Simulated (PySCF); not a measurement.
C₂HF···HF···HF

Input file:

```
{"job": {"kind": "inter", "xc": "wB97M-D3(BJ)", "basis": "def2-TZVPD", "pairs": false}, "charge": 0, "multiplicity": 1, "parts": [{"atoms": "0-3", "charge": 0, "multiplicity": 1}, {"atoms": "4-5", "charge": 0, "multiplicity": 1}, {"atoms": "6-7", "charge": 0, "multiplicity": 1}]}
C      0.707386    -0.064100     0.015368
C      0.839104    -0.275076     1.195896
F      0.988114    -0.493445     2.434164
H      0.597735     0.123415    -1.039444
F     -1.430958     0.309268    -2.329298
H     -1.898009     0.150468    -1.536007
F     -2.134243    -0.166392     0.147736
H     -1.226578    -0.187732     0.403531
```

Command:

```sh
OMP_NUM_THREADS=1 python cluster_run.py task.json out
```

Geometry: PBE0-D3(BJ)/def2-SVPD.

These are results of wB97M-D3(BJ)/def2-TZVPD, SCF density, gas phase (PySCF 2.14.0), not measurements.

### What will maps of the electron density and electron localisation function show?

F7···H6 (1.73 Å): the density falls to about 0.23 e/Å³ on the way; the ELF dips to about 0.10 between them; a closed-shell contact with the geometry of a hydrogen bond.
C–C (1.21 Å): the density is about 2.7 e/Å³ at the midpoint; the ELF peaks at about 0.80 between the atoms: a multiple bond.
C–F (1.27 Å): ρ at the midpoint is about 2.8 e/Å³; the ELF peaks at about 0.85 between the atoms; a shared but strongly polarised pair.
F–H (0.93 Å): ρ at the midpoint is about 4.7 e/Å³; the ELF climbs to about 1 towards the hydrogen, as it does in any bond to H; an ordinary covalent bond to hydrogen.

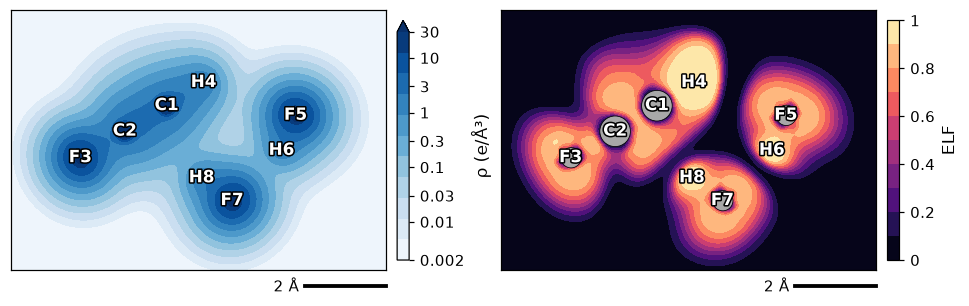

Computed electron density and electron localisation function on the molecular plane, in this order. Grey discs cover the atomic cores in the ELF map. 
